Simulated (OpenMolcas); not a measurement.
## Predicting a hybrid from its neighbours: Si2NH5F

Si2NH5F has 9 atoms, charge 0, and is taken as a doublet. SMILES: `N[Si](F)[SiH3]`. Geometry: relaxed at PBE0-D4/def2-TZVP. This is one conformer, not always the lowest.

The vertical energy of the quartet above the doublet y, in eV, basis def2-SVP; a is the functional's share of exact exchange. Programs: OpenMolcas 26.06.

| functional | program | a | y (eV) |
| --- | --- | --- | --- |
| U-r2SCAN | OpenMolcas | 0 | 6.27 |
| UBLYP | OpenMolcas | 0 | 6.14 |
| UB3LYP | OpenMolcas | 0.2 | 6.44 |
| UPBE0 | OpenMolcas | 0.25 | ? |
| UBHLYP | OpenMolcas | 0.5 | 6.61 |

Q: Fit y = c + s·a to the known rows and predict UPBE0.

A: 
1. Means of the 4 rows: a = 0.1750, y = 6.365.
2. Σ(Δa)² = 0.1675, Σ(Δa·Δy) = 0.1375, so the slope is 0.1375/0.1675 = 0.8209.
3. Intercept: 6.365 − (0.8209) × 0.1750 = 6.221. The largest residual of the fit is 0.081.
4. UPBE0: 6.221 + (0.8209) × 0.25 = 6.43 eV.

The run gave 6.45 eV, so the prediction is off by -0.02 eV, within the largest residual. The rows mix families of semi-local functionals, which the line can't see.

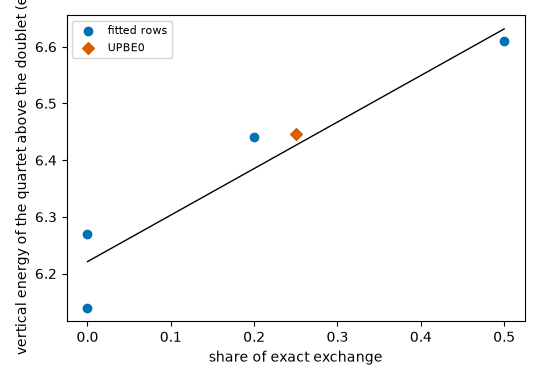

The fitted line, with the withheld row.
